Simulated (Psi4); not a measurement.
**Single-point calculation of CF3S**

CF3S, multiplicity 2, computed with MP3/def2-SVPD, UHF (Psi4 1.11).

The geometry comes from this level: PBE0-D4/def2-TZVP.

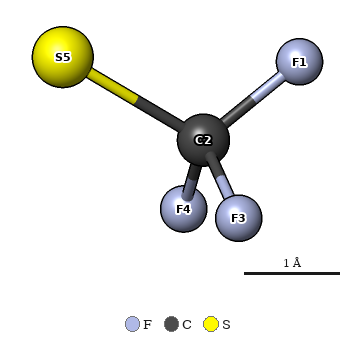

**Figure 1.** The structure as given in the input (ball-and-stick view, seen at a tilt; atoms are numbered from 1 in the order of the input). Bond lengths as drawn: C–F 1.33 Å and C–S 1.80 Å.

## Results in brief

| quantity | value |
| --- | --- |
| outcome | converged |
| total energy | −734.144932 hartree |
| SCF energy | −733.311953 hartree |
| MP2 energy | −734.132994 hartree |
| correlation energy | −0.832979 hartree |
| basis functions | 116 |
| ⟨S²⟩ | 0.762 |
| hardware | 1 thread of Intel Xeon (Sapphire Rapids), 64 GiB of memory available, shared host |
| wall time | 12 s |
| peak memory | 0.52 GiB |

## Input file (job.in)
```
memory 1600 MB

molecule {
  0 2
  F      0.248000     0.105000     1.332100
  C      0.016900    -0.077100     0.034200
  F     -1.219000    -0.558300    -0.109200
  F      0.877600    -0.998800    -0.391000
  S      0.126400     1.455500    -0.907500
  symmetry c1
  no_reorient
  no_com
}

set {
  basis           def2-SVPD
  reference       uhf
  puream          true
  e_convergence   1e-09
  d_convergence   1e-08
  scf_type        pk
  num_frozen_docc 9
  maxiter         200
}

e_tot, wfn = energy('mp3', return_wfn=True)
```

Run as:
```bash
psi4 -i job.in -o job.out -n 1
```

## Output
```
Psi4 1.11 release

  Memory set to   1.490 GiB by Python driver.

    Information: MP3 default algorithm changed to DF in August 2020. Use `set mp_type conv` for previous behavior.

   => Loading Basis Set <=

    Name: DEF2-SVPD
    Role: ORBITAL
    Keyword: BASIS

         ---------------------------------------------------------
                                   SCF
                              UHF Reference
                        1 Threads,   1525 MiB Core
         ---------------------------------------------------------

  ==> Geometry <==

    Molecular point group: c1
    Full point group: C1

    Geometry (in Angstrom), charge = 0, multiplicity = 2:

       Center              X                  Y                   Z               Mass
    ------------   -----------------  -----------------  -----------------  -----------------
         F            0.248000000000     0.105000000000     1.332100000000    18.998403162730
         C            0.016900000000    -0.077100000000     0.034200000000    12.000000000000
         F           -1.219000000000    -0.558300000000    -0.109200000000    18.998403162730
         F            0.877600000000    -0.998800000000    -0.391000000000    18.998403162730
         S            0.126400000000     1.455500000000    -0.907500000000    31.972071174400

  Running in c1 symmetry.

  Rotational constants: A =      0.19144  B =      0.10797  C =      0.10734 [cm^-1]
  Rotational constants: A =   5739.24165  B =   3236.80062  C =   3217.91918 [MHz]
  Nuclear repulsion =  240.340356560442814

  Charge       = 0
  Multiplicity = 2
  Electrons    = 49
  Nalpha       = 25
  Nbeta        = 24

  ==> Algorithm <==

  SCF Algorithm Type is PK.
  DIIS enabled.
  MOM disabled.
  Fractional occupation disabled.
  Guess Type is SAD.
  Energy threshold   = 1.00e-09
  Density threshold  = 1.00e-08
  Integral threshold = 1.00e-12

  ==> Primary Basis <==

  Basis Set: DEF2-SVPD
    Blend: DEF2-SVPD
    Number of shells: 46
    Number of basis functions: 116
    Number of Cartesian functions: 126
    Spherical Harmonics?: true
    Max angular momentum: 2

  ==> Integral Setup <==

  Using in-core PK algorithm.
   Calculation information:
      Number of atoms:                   5
      Number of AO shells:              46
      Number of primitives:             80
      Number of atomic orbitals:       126
      Number of basis functions:       116

      Integral cutoff                 1.00e-12
      Number of threads:                 1

  Performing in-core PK
  Using 46056582 doubles for integral storage.
  We computed 559725 shell quartets total.
  Whereas there are 584821 unique shell quartets.

  ==> DiskJK: Disk-Based J/K Matrices <==

    J tasked:                  Yes
    K tasked:                  Yes
    wK tasked:                  No
    Memory [MiB]:             1144
    Schwarz Cutoff:          1E-12

  Minimum eigenvalue in the overlap matrix is 4.8740871102E-04.
  Reciprocal condition number of the overlap matrix is 6.0190093397E-05.
    Using symmetric orthogonalization.

  ==> Pre-Iterations <==

  SCF Guess: Superposition of Atomic Densities via on-the-fly atomic UHF (no occupation information).

   -------------------------
    Irrep   Nso     Nmo
   -------------------------
     A        116     116
   -------------------------
    Total     116     116
   -------------------------

  ==> Iterations <==

                        Total Energy        Delta E     RMS |[F,P]|

   @UHF iter SAD:  -732.77148568577002   -7.32771e+02   0.00000e+00
   @UHF iter   1:  -733.17336131159846   -4.01876e-01   4.83698e-03 ADIIS/DIIS
   @UHF iter   2:  -733.26563697031452   -9.22757e-02   3.07475e-03 ADIIS/DIIS
   @UHF iter   3:  -733.30975698588804   -4.41200e-02   3.79159e-04 ADIIS/DIIS
   @UHF iter   4:  -733.31177345254400   -2.01647e-03   1.08896e-04 ADIIS/DIIS
   @UHF iter   5:  -733.31192505006743   -1.51598e-04   3.78756e-05 DIIS
   @UHF iter   6:  -733.31195010579222   -2.50557e-05   1.05066e-05 DIIS
   @UHF iter   7:  -733.31195270317141   -2.59738e-06   4.24335e-06 DIIS
   @UHF iter   8:  -733.31195316833271   -4.65161e-07   1.90487e-06 DIIS
   @UHF iter   9:  -733.31195325565579   -8.73231e-08   9.29319e-07 DIIS
   @UHF iter  10:  -733.31195328804120   -3.23854e-08   4.38573e-07 DIIS
   @UHF iter  11:  -733.31195329832371   -1.02825e-08   1.77845e-07 DIIS
   @UHF iter  12:  -733.31195330005210   -1.72838e-09   5.52924e-08 DIIS
   @UHF iter  13:  -733.31195330017795   -1.25851e-10   1.82920e-08 DIIS
   @UHF iter  14:  -733.31195330018897   -1.10276e-11   5.35519e-09 DIIS
  Energy and wave function converged.

  ==> Post-Iterations <==

   @Spin Contamination Metric:   1.175697316E-02
   @S^2 Expected:                7.500000000E-01
   @S^2 Observed:                7.617569732E-01
   @S   Expected:                5.000000000E-01
   @S   Observed:                5.000000000E-01

    Orbital Energies [Eh]
    ---------------------

    Alpha Occupied:

       1A    -91.999767     2A    -26.368290     3A    -26.362676
       4A    -26.362652     5A    -11.560366     6A     -9.032769
       7A     -6.733992     8A     -6.716404     9A     -6.712953
      10A     -1.742454    11A     -1.643325    12A     -1.637564
      13A     -1.089491    14A     -0.949702    15A     -0.859017
      16A     -0.855167    17A     -0.798993    18A     -0.742434
      19A     -0.737512    20A     -0.695063    21A     -0.691592
      22A     -0.674703    23A     -0.558774    24A     -0.502968
      25A     -0.438000

    Alpha Virtual:

      26A      0.080140    27A      0.097059    28A      0.104292
      29A      0.112689    30A      0.142101    31A      0.171991
      32A      0.175824    33A      0.190851    34A      0.205375
      35A      0.206305    36A      0.255195    37A      0.259548
      38A      0.266939    39A      0.280071    40A      0.280420
      41A      0.324306    42A      0.328204    43A      0.331993
      44A      0.338751    45A      0.412872    46A      0.419588
      47A      0.427297    48A      0.433333    49A      0.476498
      50A      0.482368    51A      0.512237    52A      0.566537
      53A      0.578929    54A      0.582165    55A      0.618825
      56A      0.619001    57A      0.695969    58A      0.743677
      59A      0.756889    60A      0.768272    61A      0.821898
      62A      0.823562    63A      0.843916    64A      0.883888
      65A      0.896063    66A      0.906284    67A      0.911168
      68A      0.919106    69A      0.949038    70A      0.971031
      71A      0.979273    72A      0.991291    73A      1.011611
      74A      1.016185    75A      1.085454    76A      1.093414
      77A      1.095888    78A      1.188742    79A      1.256249
      80A      1.283432    81A      1.302538    82A      1.347136
      83A      1.361933    84A      1.560307    85A      1.819114
      86A      1.824301    87A      2.006432    88A      2.024088
      89A      2.050678    90A      2.100183    91A      2.228190
      92A      2.246999    93A      2.324631    94A      2.370139
      95A      2.371702    96A      2.448391    97A      2.465916
      98A      2.470717    99A      2.553916   100A      2.561531
     101A      2.607500   102A      3.598953   103A      3.667486
     104A      3.675660   105A      3.677174   106A      3.686511
     107A      3.688238   108A      3.726078   109A      3.728836
     110A      3.730934   111A      3.895188   112A      4.054065
     113A      4.068333   114A      4.158655   115A      4.374786
     116A      4.385265

    Beta Occupied:

       1A    -91.990606     2A    -26.366905     3A    -26.362486
       4A    -26.362463     5A    -11.561792     6A     -9.022899
       7A     -6.711579     8A     -6.707757     9A     -6.693732
      10A     -1.741145    11A     -1.640594    12A     -1.637086
      13A     -1.042365    14A     -0.926253    15A     -0.855380
      16A     -0.854965    17A     -0.767592    18A     -0.737184
      19A     -0.735861    20A     -0.692453    21A     -0.691055
      22A     -0.673732    23A     -0.544641    24A     -0.414209

    Beta Virtual:

      25A     -0.031504    26A      0.084224    27A      0.099528
      28A      0.113710    29A      0.122781    30A      0.146374
      31A      0.175994    32A      0.177132    33A      0.203333
      34A      0.210641    35A      0.211874    36A      0.258414
      37A      0.271331    38A      0.275546    39A      0.293574
      40A      0.293830    41A      0.324630    42A      0.337858
      43A      0.340579    44A      0.350080    45A      0.422085
      46A      0.429540    47A      0.434568    48A      0.442266
      49A      0.479930    50A      0.482776    51A      0.512860
      52A      0.568571    53A      0.581424    54A      0.584029
      55A      0.621834    56A      0.633007    57A      0.709126
      58A      0.759246    59A      0.760960    60A      0.768713
      61A      0.824095    62A      0.825029    63A      0.849507
      64A      0.884663    65A      0.908625    66A      0.910915
      67A      0.921431    68A      0.926177    69A      0.954685
      70A      0.978962    71A      0.980232    72A      0.991554
      73A      1.070714    74A      1.073554    75A      1.101742
      76A      1.101777    77A      1.111837    78A      1.191625
      79A      1.257311    80A      1.308486    81A      1.320167
      82A      1.365447    83A      1.380899    84A      1.572578
      85A      1.819448    86A      1.826364    87A      2.007879
      88A      2.024415    89A      2.050986    90A      2.100805
      91A      2.230535    92A      2.247124    93A      2.326821
      94A      2.370154    95A      2.371291    96A      2.449323
      97A      2.466493    98A      2.470332    99A      2.556253
     100A      2.562027   101A      2.608195   102A      3.599477
     103A      3.668398   104A      3.675912   105A      3.677954
     106A      3.686861   107A      3.689836   108A      3.727217
     109A      3.729609   110A      3.731705   111A      3.895879
     112A      4.054556   113A      4.068955   114A      4.159277
     115A      4.375769   116A      4.385371

    Final Occupation by Irrep:
              A
    DOCC [    24 ]
    SOCC [     1 ]
    NA   [    25 ]
    NB   [    24 ]

  @UHF Final Energy:  -733.31195330018897

   => Energetics <=

    Nuclear Repulsion Energy =            240.3403565604428138
    One-Electron Energy =               -1495.1032593715476651
    Two-Electron Energy =                 521.4509495109158479
    Total Energy =                       -733.3119533001889749

  UHF NO Occupations:
  HONO-2 :   23  A 1.9996895
  HONO-1 :   24  A 1.9946975
  HONO-0 :   25  A 1.0000000
  LUNO+0 :   26  A 0.0053025
  LUNO+1 :   27  A 0.0003105
  LUNO+2 :   28  A 0.0002097
  LUNO+3 :   29  A 0.0000605

Computation Completed

Properties will be evaluated at   0.000000,   0.000000,   0.000000 [a0]

Properties computed using the SCF density matrix

 Multipole Moments:

 ------------------------------------------------------------------------------------
     Multipole            Electronic (a.u.)      Nuclear  (a.u.)        Total (a.u.)
 ------------------------------------------------------------------------------------

 L = 1.  Multiply by 2.5417464519 to convert [e a0] to [Debye]
 Dipole X            :         -2.3723879            2.4248966            0.0525086
 Dipole Y            :        -18.0394765           18.4371129            0.3976365
 Dipole Z            :         12.6670041          -12.9024831           -0.2354790
 Magnitude           :                                                    0.4651046

 ------------------------------------------------------------------------------------

	total time  =          4 seconds =       0.07 minutes
  Constructing Basis Sets for DFOCC...

   => Loading Basis Set <=

    Name: (DEF2-SVPD AUX)
    Role: JKFIT
    Keyword: DF_BASIS_SCF

   => Loading Basis Set <=

    Name: (DEF2-SVPD AUX)
    Role: RIFIT
    Keyword: DF_BASIS_CC

  Module DFOCC Options:
  ----------------------------------------------------------------------------
  ACTIVE                        => (empty)
  BASIS_RELATIVISTIC            => (empty)
  BENCH                         => (empty)
  CC_DIIS_MAX_VECS              => (empty)
  CC_DIIS_MIN_VECS              => (empty)
  CC_LAMBDA                     => (empty)
  CC_MAXITER                    => (empty)
  CC_TYPE                       => (empty)
  CHOLESKY                      => FALSE           !
  CHOLESKY_TOLERANCE            => (empty)
  CI_TYPE                       => (empty)
  COMPUT_S2                     => (empty)
  CUBEPROP_BASIS_FUNCTIONS      => (empty)
  CUBEPROP_FILEPATH             => (empty)
  CUBEPROP_ISOCONTOUR_THRESHOLD => (empty)
  CUBEPROP_ORBITALS             => (empty)
  CUBEPROP_TASKS                => (empty)
  CUBIC_BASIS_TOLERANCE         => (empty)
  CUBIC_BLOCK_MAX_POINTS        => (empty)
  CUBIC_GRID_OVERAGE            => (empty)
  CUBIC_GRID_SPACING            => (empty)
  CUTOFF                        => (empty)
  DDX                           => (empty)
  DEBUG                         => (empty)
  DERTYPE                       => (empty)
  DF_BASIS_CC                   => (empty)
  DIE_IF_NOT_CONVERGED          => (empty)
  DKH_ORDER                     => (empty)
  DOCC                          => (empty)
  DO_DIIS                       => (empty)
  DO_LEVEL_SHIFT                => (empty)
  DO_SCS                        => FALSE           !
  DO_SOS                        => FALSE           !
  E3_SCALE                      => (empty)
  EKT_IP                        => (empty)
  EXTERNAL_POTENTIAL_SYMMETRY   => (empty)
  E_CONVERGENCE                 => 1e-09           !
  FREEZE_CORE                   => (empty)
  FREEZE_CORE_POLICY            => (empty)
  FROZEN_DOCC                   => (empty)
  FROZEN_UOCC                   => (empty)
  HESS_TYPE                     => (empty)
  INTEGRAL_CUTOFF               => (empty)
  INTEGRAL_PACKAGE              => (empty)
  LEVEL_SHIFT                   => (empty)
  LINEQ_SOLVER                  => (empty)
  LITERAL_CFOUR                 => (empty)
  LS_THC_BASIS_TOLERANCE        => (empty)
  LS_THC_DF                     => (empty)
  LS_THC_PRUNING_SCHEME         => (empty)
  LS_THC_RADIAL_POINTS          => (empty)
  LS_THC_SPHERICAL_POINTS       => (empty)
  LS_THC_S_EPSILON              => (empty)
  LS_THC_WEIGHTS_TOLERANCE      => (empty)
  MAT_NUM_COLUMN_PRINT          => (empty)
  MAX_MOGRAD_CONVERGENCE        => (empty)
  MAX_RADIAL_MOMENT             => (empty)
  MBIS_D_CONVERGENCE            => (empty)
  MBIS_MAXITER                  => (empty)
  MBIS_PRUNING_SCHEME           => (empty)
  MBIS_RADIAL_POINTS            => (empty)
  MBIS_SPHERICAL_POINTS         => (empty)
  MOLDEN_WITH_VIRTUAL           => (empty)
  MOLDEN_WRITE                  => (empty)
  MO_DIIS_NUM_VECS              => (empty)
  MO_MAXITER                    => (empty)
  MO_STEP_MAX                   => (empty)
  MP2_AMP_TYPE                  => (empty)
  MP2_OS_SCALE                  => (empty)
  MP2_SOS_SCALE                 => (empty)
  MP2_SOS_SCALE2                => (empty)
  MP2_SS_SCALE                  => (empty)
  MP2_TYPE                      => (empty)
  MP_TYPE                       => (empty)
  NAT_ORBS                      => FALSE           !
  NUM_FROZEN_DOCC               => 9               !
  NUM_FROZEN_UOCC               => (empty)
  NUM_GPUS                      => (empty)
  OCC_ORBS_PRINT                => (empty)
  OEPROP                        => (empty)
  OO_SCALE                      => (empty)
  OPT_METHOD                    => (empty)
  ORBITAL_OPTIMIZER_PACKAGE     => (empty)
  ORB_OPT                       => FALSE           !
  ORB_RESP_SOLVER               => (empty)
  ORTH_TYPE                     => (empty)
  PARENT_SYMMETRY               => (empty)
  PCG_BETA_TYPE                 => (empty)
  PCG_CONVERGENCE               => (empty)
  PCG_MAXITER                   => (empty)
  PCM                           => (empty)
  PE                            => (empty)
  PPL_TYPE                      => (empty)
  PRINT                         => (empty)
  PRINT_NOONS                   => (empty)
  PROPERTIES                    => (empty)
  PROPERTIES_ORIGIN             => (empty)
  PUREAM                        => TRUE            !
  QCHF                          => (empty)
  QC_MODULE                     => (empty)
  RAS1                          => (empty)
  RAS2                          => (empty)
  RAS3                          => (empty)
  RAS4                          => (empty)
  READ_SCF_3INDEX               => (empty)
  REGULARIZATION                => (empty)
  REG_PARAM                     => (empty)
  RELATIVISTIC                  => (empty)
  REMP_A                        => (empty)
  RESTRICTED_DOCC               => (empty)
  RESTRICTED_UOCC               => (empty)
  RMS_MOGRAD_CONVERGENCE        => (empty)
  R_CONVERGENCE                 => (empty)
  SCF_TYPE                      => PK              !
  SCREENING                     => (empty)
  SCS_TYPE                      => (empty)
  SOCC                          => (empty)
  SOS_TYPE                      => (empty)
  TRIPLES_IABC_TYPE             => (empty)
  WFN                           => (empty)
  WFN_TYPE                      => DF-OMP3         !
  WRITER_FILE_LABEL             => (empty)
  ZORA_BASIS_TOLERANCE          => (empty)
  ZORA_NR_DEBUG                 => (empty)
  ZORA_PRUNING_SCHEME           => (empty)
  ZORA_RADIAL_POINTS            => (empty)
  ZORA_SPHERICAL_POINTS         => (empty)

	For this residual convergence, default PCG convergence is:     1.00e-07
	For this energy convergence, default residual convergence is:     3.16e-07

 ==============================================================================
 ==============================================================================
 ==============================================================================

                     DF-MP3

 ==============================================================================
 ==============================================================================
 ==============================================================================

	MO spaces...

	 FC   AOCC   BOCC  AVIR   BVIR   FV
	------------------------------------------
	  9    16    15    91     92     0

	Number of basis functions in the DF-CC basis: 334

	Total memory requirement for DF+CC int:     90.16 MB

	Computing DF-MP2 energy ...
	=======================================================================
	Nuclear Repulsion Energy (a.u.)    :   240.34035656044281
	DF-HF Energy (a.u.)                :  -733.31195330018897
	REF Energy (a.u.)                  :  -733.31195330018897
	Alpha-Alpha Contribution (a.u.)    :    -0.11893899057142
	Alpha-Beta Contribution (a.u.)     :    -0.59312085434785
	Beta-Beta Contribution (a.u.)      :    -0.10898085056470
	Scaled_SS Correlation Energy (a.u.):    -0.07597328037870
	Scaled_OS Correlation Energy (a.u.):    -0.71174502521742
	DF-SCS-MP2 Total Energy (a.u.)     :  -734.09967160578515
	DF-SOS-MP2 Total Energy (a.u.)     :  -734.08301041084121
	DF-SCS(N)-MP2 Total Energy (a.u.)  :  -733.71309222058846
	DF-MP2 Correlation Energy (a.u.)   :    -0.82104069548396
	DF-MP2 Total Energy (a.u.)         :  -734.13299399567290
	=======================================================================

	=======================================================================
	================ MP3 FINAL RESULTS ====================================
	=======================================================================
	Nuclear Repulsion Energy (a.u.)    :   240.34035656044281
	SCF Energy (a.u.)                  :  -733.31195330018897
	REF Energy (a.u.)                  :  -733.31195330018897
	Alpha-Alpha Contribution (a.u.)    :    -0.10995578416121
	Alpha-Beta Contribution (a.u.)     :    -0.62358086545001
	Beta-Beta Contribution (a.u.)      :    -0.09944190218789
	3rd Order Energy (a.u.)            :    -0.01193785631517
	DF-MP2.5 Correlation Energy (a.u.) :    -0.82700962364152
	DF-MP2.5 Total Energy (a.u.)       :  -734.13896292383049
	DF-MP3 Correlation Energy (a.u.)   :    -0.83297855179911
	DF-MP3 Total Energy (a.u.)         :  -734.14493185198808
	=======================================================================

	total time  =          6 seconds =       0.10 minutes

    Psi4 run time: 0:00:10.69
```
